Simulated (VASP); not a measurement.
Band structure of AgBr (rock salt). Calculation: PBE GGA with D3 dispersion (zero damping), VASP's PBE PAW potentials (set 64) (plane waves; VASP).

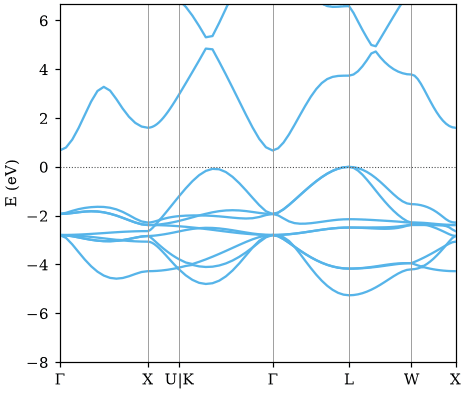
Figure. Bands along high-symmetry lines, zero at the valence-band maximum or, without a gap, the Fermi level

**Question.** Read the plot: is there a gap, and where are the band edges?

**Answer.** The gap is indirect, 0.67 eV, from the valence maximum at L to the conduction minimum at Γ. (Edges off the drawn lines would not show.)

The compound is AgBr in the rock salt structure. It was relaxed first.
